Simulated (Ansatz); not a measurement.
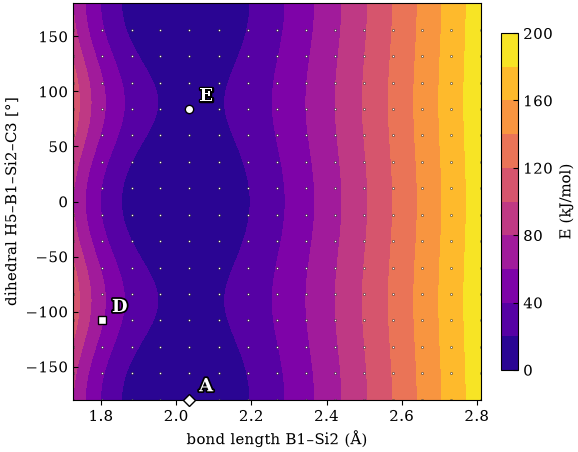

CH₄BClSi, SMILES B[SiH]=CCl. 
- Coordinates scanned: (1) bond length B1–Si2; (2) dihedral H5–B1–Si2–C3.
- Nothing is relaxed (all other coordinates rigid).
- The scan uses a 15 × 15 grid; 120 points were computed and 105 follow by symmetry.
- Points are written as (first, second).
- Energies: kJ/mol, counted from the relaxed molecule at the same level.
- The calculation used Ansatz 0.2.0, RHF/def2-TZVP.

In the figure: filled contours, dots at the grid points, lettered points. Between grid points the surface is interpolated.

Q: What kind of point is each of A, D, E: minimum, saddle, maximum or slope?

A: A: minimum; D: on a slope; E: saddle point. (In these two coordinates alone; a stationary point may lie a little off the grid point.)

Q: Rank the lettered points by energy, lowest first.

A: A (0.7 kJ/mol), E (15 kJ/mol), D (61 kJ/mol).
